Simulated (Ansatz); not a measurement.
The relaxed structure here is a generated cell of Ti3Al: the first start was made by a random draw of sites in a space group, and the end was not matched to a known phase here, so it may be hypothetical. Known forms of Ti3Al include space group No. 194.

A relaxed structure of Ti₃Al. Space group P6/mmm (No. 191), AFLOW prototype A3B_hP4_191_bc_a (as in Li3N). Method: r2SCAN (plane waves to 500 eV, PAW, scalar-relativistic; Ansatz, a quantum-chemistry and plane-wave program).

```xyz
4
Lattice="4.5257 0.0000 0.0000 -2.2629 3.9194 0.0000 0.0000 0.0000 4.8371" Properties=species:S:1:pos:R:3 pbc="T T T"
Al     0.0000     0.0000     0.0000
Ti     0.0000     0.0000     2.4186
Ti     0.0000     2.6129     0.0000
Ti     2.2629     1.3065     0.0000
```

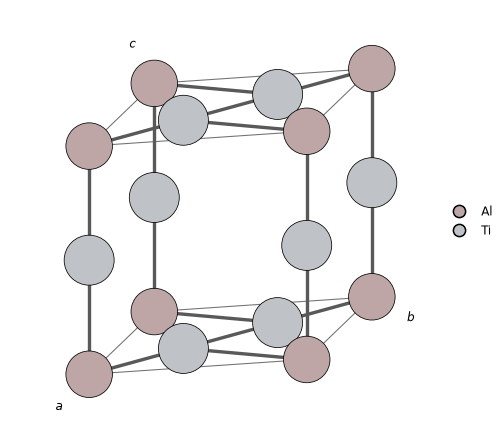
Fig. 1. The conventional cell of the relaxed structure

```yaml
volume_per_atom: 21.45 Å³
band_gap: zero (metallic)
shortest_distances: Al–Ti 2.42 Å; Ti–Ti 2.61 Å
k-mesh: 12×12×10
```

No spin polarisation in the result.

The run could not lose the symmetry of its start: the end is stationary, and may be a saddle point rather than a minimum.

All atoms sit on sites fixed by symmetry, so only the cell could relax.
